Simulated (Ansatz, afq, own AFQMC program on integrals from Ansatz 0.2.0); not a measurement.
# NH2Cl (triplet): quantum Monte Carlo beside coupled cluster at distance Cl1–H2 along a hydrogen transfer = 1.613 Å, cc-pVTZ

How near does AFQMC come to the top of the ladder for NH2Cl (triplet)?

The runs use Ansatz 0.2.0, Gaussian basis, and an in-house AFQMC program (afq) on its integrals; all values are calculated; cc-pVTZ, frozen cores.

To be run: PBE (unrestricted); r2SCAN (unrestricted); PBE0 (unrestricted); B3LYP (unrestricted); CCSD(T) on UHF; wB97M-V (unrestricted); B2PLYP (unrestricted); Phaseless AFQMC, CISD trial on UHF; Phaseless AFQMC, single-determinant trial on UHF.

## 1. What is computed

The geometry derives from fragments relaxed apart (PBE0/def2-TZVP) and kept rigid, so it is no stationary point. A hydrogen atom is moved between rigid fragments.

4 atoms, charge 0, spin multiplicity 3.

Atoms are counted from 1 here; the program's logs count them from 0.

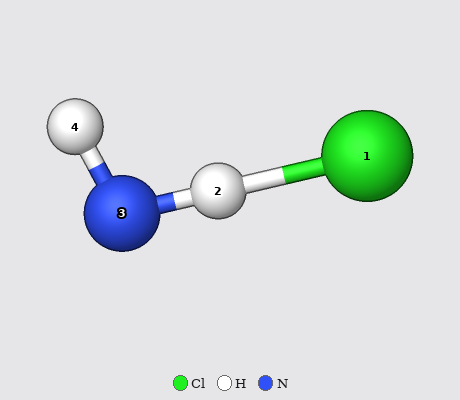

The structure; chlorine green, hydrogen white, nitrogen blue; atoms are numbered from 1 in the order of the file.

## 2. PBE (unrestricted)

Input file in.yaml:

```yaml
crystal:
  periodic: [false, false, false]
  atoms:
    - {symbol: Cl, position_ang: [-0.810692, 0.019664, 0.000000]}
    - {symbol: H, position_ang: [0.802308, 0.019664, 0.000000]}
    - {symbol: N, position_ang: [1.842308, 0.019664, 0.000000]}
    - {symbol: H, position_ang: [2.111389, -0.984563, 0.000000]}
basis:
  gaussian: {orbitals: cc-pVTZ}
magnetization: {spin_polarized: true, initial_magnetization: 2}
hamiltonian: {xc: {name: PBE}}
output: {orbitals: {seedname: orbitals}}
```

The run is started by

```sh
ansatz run in.yaml --threads 1 --pin off --events-out ev --progress --plain --max-ram 8192MiB --backend cpu
```

Standard output:

```text
Functional definition: PBE
  name "PBE"
  cite "Perdew, Burke & Ernzerhof, Phys. Rev. Lett. 77, 3865 (1996) doi:10.1103/PhysRevLett.77.3865"
  parent pbe
  parameter kappa = 0.804
  parameter beta = 0.06672455060314922
  exchange = pbe_x(kappa = kappa, mu = beta*pi^2/3)
  correlation = pbe_c(beta = beta)
568 factors; their error is unknown
mean field evaluation 1: about -14008.9537 eV, gradient 6.5e1 eV
mean field evaluation 2: about -13797.1705 eV, gradient 1.6e2 eV
mean field evaluation 4: about -14033.4230 eV, gradient 1.8e1 eV
mean field evaluation 8: about -14035.8151 eV, gradient 1.7e-1 eV
mean field evaluation 16: about -14035.8006 eV, gradient 2.3e-3 eV
mean field evaluation 32: about -14033.2619 eV, gradient 3.4e-5 eV
mean field evaluation 64: about -14034.3009 eV, gradient 1.3e0 eV
mean field evaluation 96: about -14035.1275 eV, gradient 1.9e0 eV
mean field -14035.80063355 eV, -515.8061594755 hartree, gradient 1.7e-5 eV, S^2 2.005672; 10 other end points of the search recorded, 0 dependent functions left out
reference -14035.80065882 eV, -515.8061604042 hartree; 14, 12 occupied and 78, 80 virtual orbitals, 568 factors
Total energy: -14035.80065882 eV, -515.8061604042 hartree
```

Run time: 7 s. Hardware: 1 thread of AMD EPYC 7R13 (Zen 3), shared host; peak memory 1.8 GiB.

From the report: ⟨S²⟩ of the determinant 2.006 (pure triplet: 2.00).

## 3. r2SCAN (unrestricted)

in.yaml, as its differences from that of step 2:

```diff
@@ -10,3 +10,2 @@
 magnetization: {spin_polarized: true, initial_magnetization: 2}
-hamiltonian: {xc: {name: PBE}}
-output: {orbitals: {seedname: orbitals}}
+hamiltonian: {xc: {name: r2SCAN}}
```

Launched as before.

Standard output (excerpt; [...] marks lines left out):

```text
Functional definition: r2SCAN
  name "r2SCAN"
  cite "Furness, Kaplan, Ning, Perdew & Sun, J. Phys. Chem. Lett. 11, 8208 (2020) doi:10.1021/acs.jpclett.0c02405"
  cite "Furness, Kaplan, Ning, Perdew & Sun, J. Phys. Chem. Lett. 11, 9248 (2020) doi:10.1021/acs.jpclett.0c03077"
  parent r2scan
[...]
568 factors; their error is unknown
[...]
mean field -14041.12266734 eV, -516.0017406099 hartree, gradient 2.0e-5 eV, S^2 2.011408; 8 other end points of the search recorded, 0 dependent functions left out
reference -14041.12267489 eV, -516.0017408872 hartree; 14, 12 occupied and 78, 80 virtual orbitals, 568 factors
Total energy: -14041.12267489 eV, -516.0017408872 hartree
```

It took 12 s on 1 thread of AMD EPYC 7R13 (Zen 3), shared host; peak memory 1.8 GiB.

From the report: ⟨S²⟩ of the determinant 2.011 (pure triplet: 2.00).

## 4. PBE0 (unrestricted)

in.yaml, as its differences from that of step 3:

```diff
@@ -10,2 +10,3 @@
 magnetization: {spin_polarized: true, initial_magnetization: 2}
-hamiltonian: {xc: {name: r2SCAN}}
+hamiltonian: {xc: {name: PBE0}}
+output: {orbitals: {seedname: orbitals}}
```

The command is unchanged.

Standard output:

```text
Functional definition: PBE0
  name "PBE0"
  cite "Adamo & Barone, J. Chem. Phys. 110, 6158 (1999) doi:10.1063/1.478522"
  cite "Perdew, Burke & Ernzerhof, Phys. Rev. Lett. 77, 3865 (1996) doi:10.1103/PhysRevLett.77.3865"
  parent pbe
  parameter a = 0.25
  parameter kappa = 0.804
  parameter beta = 0.06672455060314922
  exchange = (1 - a)*pbe_x(kappa = kappa, mu = beta*pi^2/3) + a*exact_x
  correlation = pbe_c(beta = beta)
597 factors; their error is unknown
mean field evaluation 1: about -14023.0618 eV, gradient 4.8e1 eV
mean field evaluation 2: about -13984.2602 eV, gradient 9.6e1 eV
mean field evaluation 4: about -14036.2740 eV, gradient 6.9e0 eV
mean field evaluation 8: about -14036.6885 eV, gradient 1.7e-1 eV
mean field evaluation 16: about -14036.7646 eV, gradient 4.2e-3 eV
mean field -14036.76461167 eV, -515.8415850181 hartree, gradient 4.5e-5 eV, S^2 2.011088; 2 other end points of the search recorded, 0 dependent functions left out
reference -14036.76463095 eV, -515.8415857266 hartree; 14, 12 occupied and 78, 80 virtual orbitals, 597 factors
Total energy: -14036.76463095 eV, -515.8415857266 hartree
```

It took 2.3 s on 1 thread of AMD EPYC 7R13 (Zen 3), shared host; peak memory 1.8 GiB.

From the report: ⟨S²⟩ of the determinant 2.011 (pure triplet: 2.00).

## 5. B3LYP (unrestricted)

in.yaml, as its differences from that of step 4:

```diff
@@ -10,3 +10,2 @@
 magnetization: {spin_polarized: true, initial_magnetization: 2}
-hamiltonian: {xc: {name: PBE0}}
-output: {orbitals: {seedname: orbitals}}
+hamiltonian: {xc: {name: B3LYP}}
```

The command is unchanged.

Standard output (excerpt; [...] marks lines left out):

```text
Functional definition: B3LYP
  name "B3LYP"
  cite "Stephens, Devlin, Chabalowski & Frisch, J. Phys. Chem. 98, 11623 (1994) doi:10.1021/j100096a001"
  cite "Becke, Phys. Rev. A 38, 3098 (1988) doi:10.1103/PhysRevA.38.3098"
  cite "Lee, Yang & Parr, Phys. Rev. B 37, 785 (1988) doi:10.1103/PhysRevB.37.785"
  cite "Vosko, Wilk & Nusair, Can. J. Phys. 58, 1200 (1980) doi:10.1139/p80-159"
[...]
583 factors; their error is unknown
[...]
mean field -14043.23815605 eV, -516.0794833861 hartree, gradient 4.3e-5 eV, S^2 2.009187; 3 other end points of the search recorded, 0 dependent functions left out
reference -14043.23833954 eV, -516.0794901293 hartree; 14, 12 occupied and 78, 80 virtual orbitals, 583 factors
Total energy: -14043.23833954 eV, -516.0794901293 hartree
```

Run time: 2.5 s. Hardware: 1 thread of AMD EPYC 7R13 (Zen 3), shared host; peak memory 1.8 GiB.

From the report: ⟨S²⟩ of the determinant 2.009 (pure triplet: 2.00).

## 6. CCSD(T) on UHF

in.yaml, as its differences from that of step 5:

```diff
@@ -10,2 +10,2 @@
 magnetization: {spin_polarized: true, initial_magnetization: 2}
-hamiltonian: {xc: {name: B3LYP}}
+correlation: {method: ccsd_t, electrons: outside_noble_gas, hamiltonian_folder: ham}
```

The run is started by

```sh
ansatz run in.yaml --threads 1 --pin off --events-out ev --progress --plain --max-ram 24576MiB --backend cuda --devices 0, --max-vram 18GiB
```

Standard output (excerpt; [...] marks lines left out):

```text
Functional definition: HF
  name "HF"
  cite "Fock, Z. Phys. 61, 126 (1930) doi:10.1007/BF01340294"
  parent pbe
[...]
540 factors; integrals over basis functions are off by at most 1.2e-3 eV
[...]
mean field -14015.01453600 eV, -515.0422844798 hartree, gradient 1.7e-6 eV, S^2 2.041785; 14 other end points of the search recorded, 0 dependent functions left out
determinant -14015.01453600 eV, -515.0422844798 hartree, with singles and doubles -14025.94635960 eV, -515.4440215875 hartree
determinant -14014.23317353 eV, -515.0135699387 hartree, with singles and doubles -14025.01029865 eV, -515.4096219821 hartree
determinant -14014.19312080 eV, -515.0120980280 hartree, with singles and doubles -14024.95288864 eV, -515.4075122031 hartree
determinant -14012.55699215 eV, -514.9519714093 hartree, with singles and doubles -14023.44158204 eV, -515.3519727097 hartree
determinant -14012.54157762 eV, -514.9514049357 hartree, with singles and doubles -14023.43876213 eV, -515.3518690800 hartree
determinant -14011.80457589 eV, -514.9243206218 hartree, with singles and doubles -14023.01796469 eV, -515.3364050595 hartree
6 core orbitals not correlated: weight in the atoms' cores, before any rotation towards them, 1.000 or more for the frozen orbitals, at most 0.000 for the correlated occupied ones
reference -14015.01453600 eV, -515.0422844798 hartree; 8, 6 occupied and 78, 80 virtual orbitals, 540 factors
second order -9.82206308 eV of doubles, -0.00000000 eV of singles
cycle   1  -10.85087087 eV  change   -6.1e-1 eV  update   1.5e-2
[...]
cycle  13  -10.87046338 eV  change    2.1e-6 eV  update   1.7e-5
perturbative correction -0.39509475 eV, -0.0145194641 hartree
Total energy: -14026.28009413 eV, -515.4562861050 hartree
```

Wall time 27 s (1 × NVIDIA H100 80GB HBM3 with 1 thread of AMD EPYC 7R13 (Zen 3), shared host); peak host memory 1.8 GiB.

From the report: ⟨S²⟩ of the determinant 2.042 (pure triplet: 2.00); correlation -11.2656 eV; T1 0.024; largest double amplitude 0.04.

This run also writes the integrals to the folder ham.

## 7. wB97M-V (unrestricted)

in.yaml, as its differences from that of step 6:

```diff
@@ -10,2 +10,3 @@
 magnetization: {spin_polarized: true, initial_magnetization: 2}
-correlation: {method: ccsd_t, electrons: outside_noble_gas, hamiltonian_folder: ham}
+hamiltonian: {xc: {name: wB97M-V}}
+output: {orbitals: {seedname: orbitals}}
```

The run is started by

```sh
ansatz run in.yaml --threads 1 --pin off --events-out ev --progress --plain --max-ram 8192MiB --backend cpu
```

Standard output (excerpt; [...] marks lines left out):

```text
Functional definition: wB97M-V
  name "wB97M-V"
  cite "Mardirossian & Head-Gordon, J. Chem. Phys. 144, 214110 (2016) doi:10.1063/1.4952647"
  cite "Becke, J. Chem. Phys. 107, 8554 (1997) doi:10.1063/1.475007"
  cite "Vydrov & Van Voorhis, J. Chem. Phys. 133, 244103 (2010) doi:10.1063/1.3521275"
  # Of w^i u^j: cxij and so on, Table III.
[...]
  gx(w, u) = 1 - cx + cx01*u + cx10*w
  gss(w, u) = css00 + css04*u^4 + css10*w + css20*w^2 + css43*w^4*u^3
  gos(w, u) = cos00 + cos10*w + (cos20 + cos21*u)*w^2 + (cos60 + cos61*u)*w^6
[...]
      + integral(e_c_pw_mod_opposite_spin*gos(b97_w_opposite, b97_u_opposite)) + vv10(b, c)
571 factors; their error is unknown
109 factors; integrals over basis functions are off by at most 8.2e-5 eV
[...]
mean field -14041.09488619 eV, -516.0007196714 hartree, gradient 3.6e-5 eV, S^2 2.010625; 3 other end points of the search recorded, 0 dependent functions left out
reference -14041.09491440 eV, -516.0007207082 hartree; 14, 12 occupied and 78, 80 virtual orbitals, 571 factors
Total energy: -14041.09491440 eV, -516.0007207082 hartree
```

It took 7 s on 1 thread of AMD EPYC 7R13 (Zen 3), shared host; peak memory 1.8 GiB.

From the report: ⟨S²⟩ of the determinant 2.011 (pure triplet: 2.00).

## 8. B2PLYP (unrestricted)

in.yaml, as its differences from that of step 7:

```diff
@@ -10,3 +10,3 @@
 magnetization: {spin_polarized: true, initial_magnetization: 2}
-hamiltonian: {xc: {name: wB97M-V}}
-output: {orbitals: {seedname: orbitals}}
+hamiltonian: {xc: {name: B2PLYP}}
+correlation: {electrons: outside_noble_gas}
```

Launched as before.

Standard output (excerpt; [...] marks lines left out):

```text
Functional definition: B2PLYP
  name "B2PLYP"
  cite "Grimme, J. Chem. Phys. 124, 034108 (2006) doi:10.1063/1.2148954"
  cite "Becke, Phys. Rev. A 38, 3098 (1988) doi:10.1103/PhysRevA.38.3098"
  cite "Lee, Yang & Parr, Phys. Rev. B 37, 785 (1988) doi:10.1103/PhysRevB.37.785"
[...]
540 factors; integrals over basis functions are off by at most 1.2e-3 eV
[...]
mean field -14034.56559263 eV, -515.7607725591 hartree, gradient 1.9e-6 eV, S^2 2.020147; 4 other end points of the search recorded, 0 dependent functions left out
6 core orbitals not correlated: weight in the atoms' cores, before any rotation towards them, 1.000 or more for the frozen orbitals, at most 0.000 for the correlated occupied ones
reference -14034.56571107 eV, -515.7607769114 hartree; 8, 6 occupied and 78, 80 virtual orbitals, 540 factors
second order -12.09411354 eV of doubles, -0.00000000 eV of singles
Total energy: -14037.83112172 eV, -515.8807785396 hartree
```

Run time: 3.6 s. Hardware: 1 thread of AMD EPYC 7R13 (Zen 3), shared host; peak memory 1.8 GiB.

From the report: ⟨S²⟩ of the determinant 2.020 (pure triplet: 2.00).

## 9. Phaseless AFQMC, CISD trial on UHF

It reads the integrals that the CCSD(T) run on this determinant wrote.

The run is started by

```sh
afq ham --method phaseless --trial cisd --walkers 1500 --populations 20 --least-time 60 --time-step 0.005 --steps-per-block 50 --equilibration-blocks 28 --max-blocks 4000 --target-error 0.00022 --factor-cut 1e-05 --start spin_pure --seed 9857 --release-times 0.24,0.51,0.99,1.62,2.4 --release-step 0.03 --release-every 3 --taylor-order 6
```

Standard output:

```text
orbitals 86  electrons 8 6  factors 531 of 540
reference energy -515.04228448 Eh
CCSD correlation -0.39948207 Eh in 17 cycles, weight of the determinant in the CISD state 0.8589
energy of the start -515.439328 Eh
 block  time / (1/Eh)  mean weight  energy / Eh
     1     0.250  1.0003  -515.436040
     2     0.500  1.0000  -515.443043
     3     0.750  1.0001  -515.448200
     4     1.000  1.0003  -515.451335
     5     1.250  0.9997  -515.453092
     6     1.500  0.9999  -515.454657
     7     1.750  0.9996  -515.454907
     8     2.000  0.9993  -515.454295
     9     2.250  1.0011  -515.454955
    10     2.500  1.0003  -515.454901
    11     2.750  1.0002  -515.455495
    13     3.250  0.9997  -515.455400
    15     3.750  0.9996  -515.457668
    17     4.250  0.9994  -515.456792
    19     4.750  0.9997  -515.457146
    21     5.250  1.0011  -515.460152
    23     5.750  0.9998  -515.458017
    25     6.250  0.9996  -515.457183
    27     6.750  1.0007  -515.458143
    29     7.250  0.9991  -515.457962
    31     7.750  0.9996  -515.456876
    33     8.250  1.0002  -515.458462
    35     8.750  0.9998  -515.458414
    37     9.250  0.9996  -515.458275
    39     9.750  0.9997  -515.457228
    41    10.250  1.0002  -515.459173
    43    10.750  0.9993  -515.456842
    45    11.250  0.9995  -515.457193
    47    11.750  1.0003  -515.454244
    49    12.250  0.9998  -515.455771
    51    12.750  0.9995  -515.457591
    53    13.250  1.0006  -515.455943
    55    13.750  1.0000  -515.456875
    57    14.250  1.0002  -515.457964
    59    14.750  1.0003  -515.459595
    61    15.250  1.0003  -515.458139
    63    15.750  0.9996  -515.457273
    65    16.250  1.0000  -515.456742
    67    16.750  0.9999  -515.457447
    69    17.250  0.9997  -515.457794
    71    17.750  0.9993  -515.457804
    73    18.250  1.0002  -515.457800
    75    18.750  1.0006  -515.455677
    77    19.250  0.9999  -515.456800
    79    19.750  1.0000  -515.458333
    81    20.250  0.9999  -515.458594
    83    20.750  1.0007  -515.457552
    85    21.250  1.0000  -515.455678
    87    21.750  1.0004  -515.455747
    89    22.250  0.9999  -515.455660
    91    22.750  0.9995  -515.456534
    93    23.250  0.9996  -515.458408
    95    23.750  1.0006  -515.454667
    97    24.250  1.0002  -515.457287
    99    24.750  0.9991  -515.456378
   101    25.250  0.9998  -515.456007
   103    25.750  1.0003  -515.455229
   105    26.250  1.0004  -515.458955
   107    26.750  0.9995  -515.458841
   109    27.250  1.0001  -515.456971
   111    27.750  1.0000  -515.456112
   113    28.250  1.0001  -515.457242
   115    28.750  0.9999  -515.456586
   117    29.250  1.0000  -515.444630
error from the spread of 20 populations
released: time / (1/Eh)  energy / Eh  error  mean overlap
  0.24  -515.457969  0.000206  0.9902
  0.51  -515.458167  0.000151  0.9875
  0.99  -515.458310  0.000286  0.9815
  1.62  -515.458726  0.000328  0.9718
  2.40  -515.454998  0.003108  0.9871
energy -515.456936 +/- 0.000173 Eh
```

Run time: 3.1 min. Hardware: 1 × NVIDIA H100 80GB HBM3 with 2 threads of AMD EPYC 7R13 (Zen 3), shared host; peak host memory 1.8 GiB.

Energy -14026.2978 ± 0.0047 eV. Caveats: constraint bias not in the error.

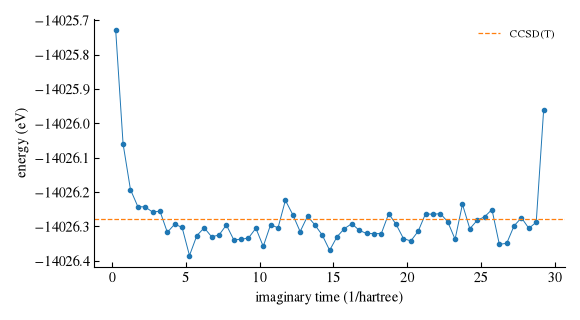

Block energies along the walk.

## 10. Phaseless AFQMC, single-determinant trial on UHF

It reads the integrals that the CCSD(T) run on this determinant wrote.

The run is started by

```sh
afq ham --method phaseless --trial hf --walkers 1500 --populations 20 --least-time 40 --time-step 0.005 --steps-per-block 20 --equilibration-blocks 112 --max-blocks 4000 --target-error 0.0011 --factor-cut 1e-05 --start spin_pure --seed 9421 --taylor-order 6
```

Standard output:

```text
orbitals 86  electrons 8 6  factors 531 of 540
reference energy -515.04228448 Eh
CCSD correlation -0.39948207 Eh in 17 cycles, weight of the determinant in the CISD state 0.8589
energy of the start -515.043519 Eh
 block  time / (1/Eh)  mean weight  energy / Eh
     1     0.100  1.0023  -515.162164
     2     0.200  1.0035  -515.240285
     3     0.300  1.0035  -515.295002
     4     0.400  1.0026  -515.332688
     5     0.500  1.0019  -515.359078
     6     0.600  1.0015  -515.382475
     7     0.700  1.0014  -515.396067
     8     0.800  1.0022  -515.405788
     9     0.900  1.0008  -515.414017
    10     1.000  1.0009  -515.424326
    15     1.500  0.9995  -515.443848
    22     2.200  1.0002  -515.444918
    29     2.900  0.9996  -515.441316
    36     3.600  0.9998  -515.443402
    43     4.300  0.9997  -515.456324
    50     5.000  1.0003  -515.456511
    57     5.700  0.9994  -515.452564
    64     6.400  0.9996  -515.458952
    71     7.100  0.9995  -515.448126
    78     7.800  1.0005  -515.459154
    85     8.500  1.0001  -515.455635
    92     9.200  1.0000  -515.453931
    99     9.900  1.0002  -515.455483
   106    10.600  0.9996  -515.454482
   113    11.300  1.0001  -515.468759
   120    12.000  0.9995  -515.456871
   127    12.700  0.9999  -515.444059
   134    13.400  1.0009  -515.445208
   141    14.100  1.0007  -515.454616
   148    14.800  1.0007  -515.446658
   155    15.500  1.0012  -515.455422
   162    16.200  0.9996  -515.463763
   169    16.900  0.9992  -515.442693
   176    17.600  0.9995  -515.451477
   183    18.300  0.9993  -515.454617
   190    19.000  1.0002  -515.456425
   197    19.700  0.9994  -515.450886
   204    20.400  1.0000  -515.457594
   211    21.100  1.0003  -515.455196
   218    21.800  1.0001  -515.447204
   225    22.500  1.0006  -515.454707
   232    23.200  1.0002  -515.454727
   239    23.900  0.9999  -515.452286
   246    24.600  0.9993  -515.452205
   253    25.300  1.0004  -515.450829
   260    26.000  1.0002  -515.448071
   267    26.700  0.9997  -515.448497
   274    27.400  0.9996  -515.453435
   281    28.100  1.0001  -515.451495
   288    28.800  0.9995  -515.449606
   295    29.500  1.0004  -515.443666
   302    30.200  1.0003  -515.449689
error from the spread of 20 populations
energy -515.452824 +/- 0.000989 Eh
```

Run time: 62 s. Hardware: 1 × NVIDIA H100 80GB HBM3 with 2 threads of AMD EPYC 7R13 (Zen 3), shared host; peak host memory 1.8 GiB.

Energy -14026.1859 ± 0.0269 eV. Caveats: constraint bias not in the error.

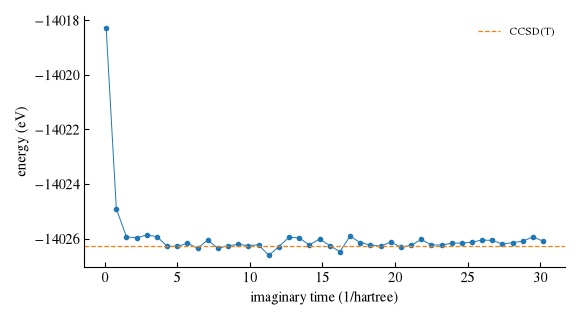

Block energies along the walk.

## 11. All levels side by side

On the UHF determinant, counted from CCSD(T) (a yardstick, not exact):

```csv
level,energy (eV),from CCSD(T) (kJ/mol),statistical error (kJ/mol),time
HF,-14015.0145,+1087.0,,
MP2,-14024.8366,+139.3,,
CCSD,-14025.8850,+38.1,,
CCSD(T),-14026.2801,0.0,,
"Phaseless AFQMC, CISD trial, step 0.005, 1500 walkers",-14026.2978,-1.7,0.5,3.1 min
"Phaseless AFQMC, single-determinant trial, step 0.005, 1500 walkers",-14026.1859,+9.1,2.6,62 s
```

The functionals' totals stand on their own zeros and serve differences with other points: PBE -14035.801 eV; r2SCAN -14041.123 eV; PBE0 -14036.765 eV; B3LYP -14043.238 eV; wB97M-V -14041.095 eV; B2PLYP -14037.831 eV.

## 12. Summary of results

| quantity | value |
| --- | --- |
| Phaseless AFQMC, CISD trial on UHF from CCSD(T) | -1.7 ± 0.5 kJ/mol |
| Phaseless AFQMC, single-determinant trial on UHF from CCSD(T) | +9.1 ± 2.6 kJ/mol |

What this shows: On UHF the phaseless walk with the CISD trial lies -1.7 kJ/mol from CCSD(T), 4 times its error bar. A single-determinant trial moves the result by +10.8 kJ/mol. Error bars are statistical and leave out the constraint, the time step and what remains of the start.
